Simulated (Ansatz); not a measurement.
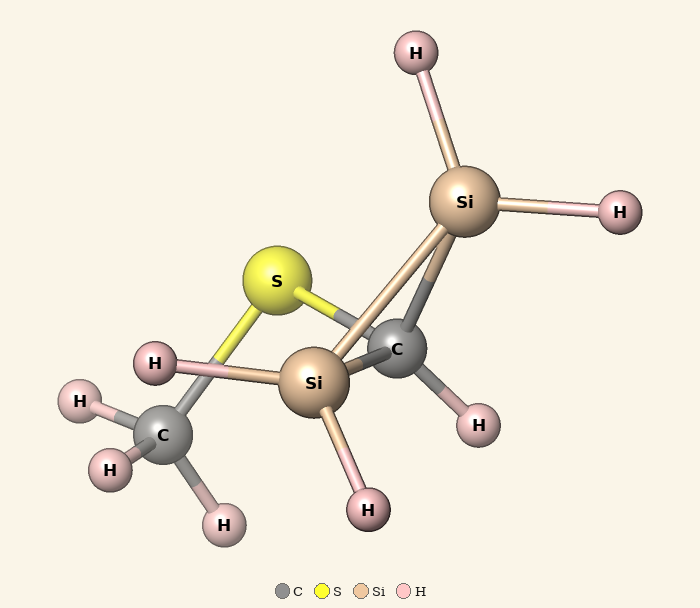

Orthographic view. Distant atoms are faded towards the background colour. Computed geometry: PBE-D4/def2-SVP optimisation. No frequency run is at hand to confirm it as a minimum.

Write the InChI string.

Answer. InChI=1S/C2H8SSi2/c1-3-2-4-5-2/h2H,4-5H2,1H3
